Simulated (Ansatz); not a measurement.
## Zr: pressure series

Base system: Zr in the hcp (Mg type) structure (space group P6_3/mmc, No. 194; a = 3.2316 Å, c = 5.1736 Å).

Cell and atoms are relaxed at each pressure.

All numbers come from PBE, PAW, 420 eV (Ansatz, an electronic-structure program; without spin-orbit coupling), earlier PAW set.

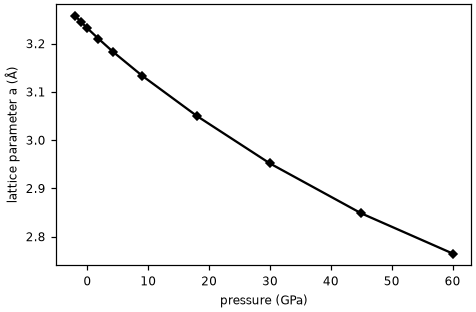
Figure. Lattice parameter a against pressure

```json
[
 {"pressure (GPa)": "-2", "lattice parameter a": "3.257 Å"},
 {"pressure (GPa)": "-1", "lattice parameter a": "3.244 Å"},
 {"pressure (GPa)": "1.8", "lattice parameter a": "3.210 Å"},
 {"pressure (GPa)": "4.2", "lattice parameter a": "3.183 Å"},
 {"pressure (GPa)": "9", "lattice parameter a": "3.133 Å"},
 {"pressure (GPa)": "18", "lattice parameter a": "3.050 Å"},
 {"pressure (GPa)": "30", "lattice parameter a": "2.951 Å"},
 {"pressure (GPa)": "45", "lattice parameter a": "2.848 Å"},
 {"pressure (GPa)": "60", "lattice parameter a": "2.765 Å"}
]
```

Load acts through the strain it causes; cell and atoms are relaxed under it. No phonon test of stability was made. The final runs are not spin-polarised. Measured, Zr leaves this structure (for the ω phase) near 3 GPa (temperature not stated; as listed in C. Cazorla, D. Alfè, M. J. Gillan, Physical Review B (2008)).
